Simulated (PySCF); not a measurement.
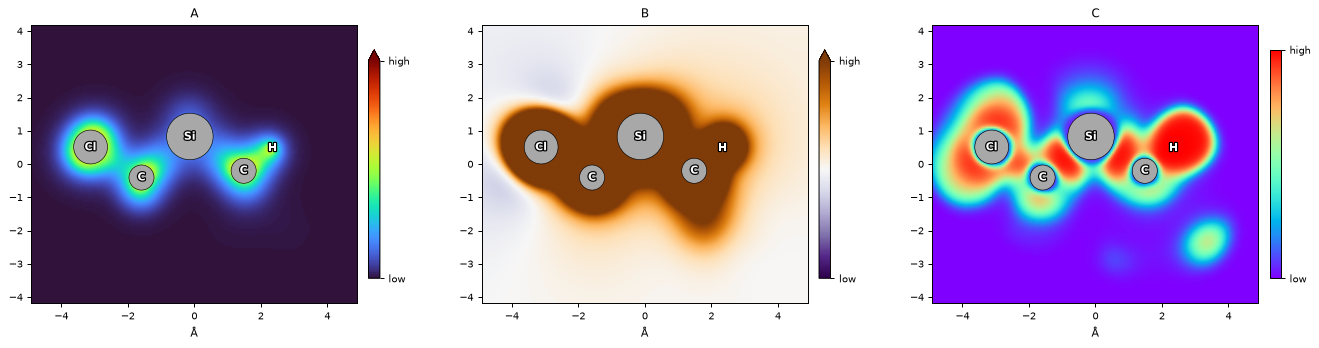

C$_{2}$H$_{8}$ClFSi$_{2}$ (SMILES F[C@H]([SiH3])[SiH2]CCl): 3 fields on the plane of atoms Si4, C5 and Cl6, with unlabelled colour scales. Grey discs cover the atomic cores.

Geometry: GFN2-xTB.

Computed with PySCF 2.14.0, B3LYP/def2-SVPD, SCF density, gas phase.

> Match the panels to the quantities (electron density, electron localisation function and electrostatic potential).

Panel A: electron density. Panel B: electrostatic potential (strongly positive close to the atoms, with negative regions outside electron-rich atoms). Panel C: electron localisation function. From the grid: C–Cl (1.79 Å): the density is about 1.3 e/Å³ at the midpoint; the ELF peaks at about 0.90 between the atoms (a covalent bond). C–Si (1.91 Å): ρ at the midpoint is about 0.93 e/Å³; the ELF peaks at about 1 between the atoms (a covalent bond).
